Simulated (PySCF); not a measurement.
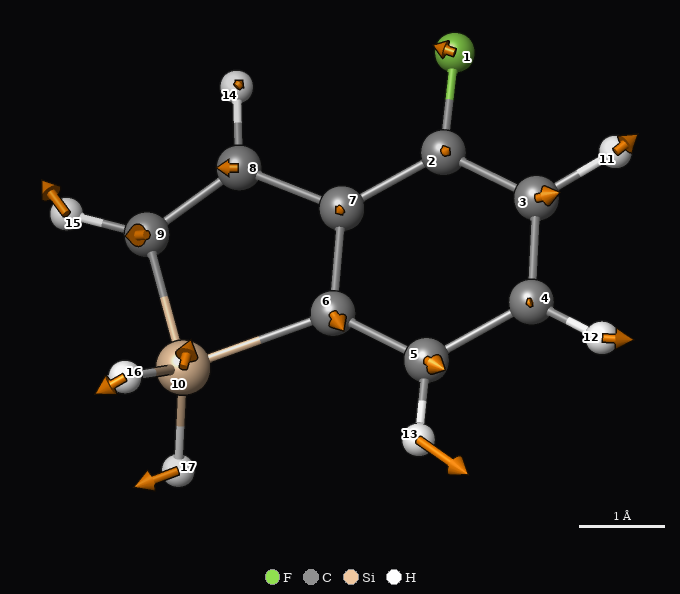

This is a relaxation of C₈H₇FSi. The starting structure is drawn; orange arrows show the displacements, magnified 10 times. The two geometries are superimposed by the best rigid fit.

Style: ball-and-stick. Shown at a tilt.

The start comes from GFN2-xTB. Its atoms were then displaced at random by about 0.01 Å.

The calculation used PBE0-D3(BJ)/def2-SVP geometry optimisation, gas phase in PySCF 2.14.0, density-fitted response routines. 

**Atoms of which element are displaced furthest, and by how much?**

Hydrogen: up to 0.086 Å, against 0.043 Å for silicon.

**What did the optimiser do to the structure, and how much energy did it gain?**

After 6 geometry steps the energy has fallen by 0.205 eV. H13 moves most after the best rigid fit: 0.086 Å. Largest moves by element: H 0.086 Å, Si 0.043 Å, C 0.040 Å, F 0.030 Å. Among the contacts that change: Si10–H16 1.454 → 1.495 Å, C4–H12 1.054 → 1.093 Å, C5–H13 1.059 → 1.093 Å, Si10–H17 1.463 → 1.495 Å. Among the angles between lasting bonds that change: H16–Si10–H17 113.6° → 108.0°, C6–Si10–C9 88.8° → 92.3°, Si10–C9–H15 126.6° → 129.9°. The run took 2.1 min on 1 thread of Arm Neoverse V1, on a shared host.
